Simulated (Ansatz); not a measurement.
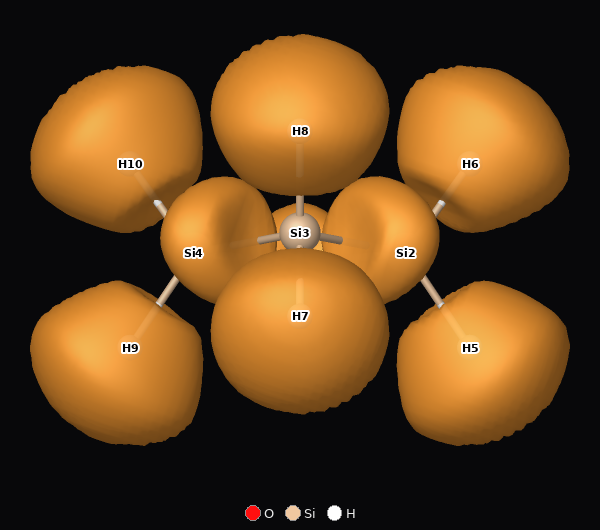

Figure. H6OSi3. Isosurface of the ELF at 0.8 (orange), seen from one side. Core shells and regions of very low density are left out.

Geometry: B3LYP-D3(BJ)/def2-SVP.

Computed with isolated molecule in a Gaussian basis; Kohn-Sham density functional theory, functional PBE0 in Ansatz.

```yaml
atoms:
  - { symbol: O, position_ang: [-0.7761, 0.2179, -0.7083] }
  - { symbol: Si, position_ang: [-1.3599, 1.5179, 0.2192] }
  - { symbol: Si, position_ang: [-1.1762, 0.1750, 2.1664] }
  - { symbol: Si, position_ang: [-0.4605, -1.1104, 0.3052] }
  - { symbol: H, position_ang: [-0.4593, 2.7008, 0.1099] }
  - { symbol: H, position_ang: [-2.7286, 1.9151, -0.2176] }
  - { symbol: H, position_ang: [-0.1512, 0.5590, 3.1798] }
  - { symbol: H, position_ang: [-2.4386, -0.2349, 2.8474] }
  - { symbol: H, position_ang: [0.9776, -1.4986, 0.2471] }
  - { symbol: H, position_ang: [-1.2908, -2.2870, -0.0800] }
```

Question: What do the ELF domains correspond to?

Answer: At this value the surface marks out two regions between bonded Si–Si atoms (shared pairs), six regions around hydrogen nuclei and one region wrapped around O (its lone pairs, merged into a ring or cap). Profiles from the grid: Si–O (1.70 Å): the ELF peaks at about 0.85 between the atoms; a shared but strongly polarised pair. Si–Si (2.37 Å): the ELF peaks at about 0.95 between the atoms, as expected for a shared electron pair.
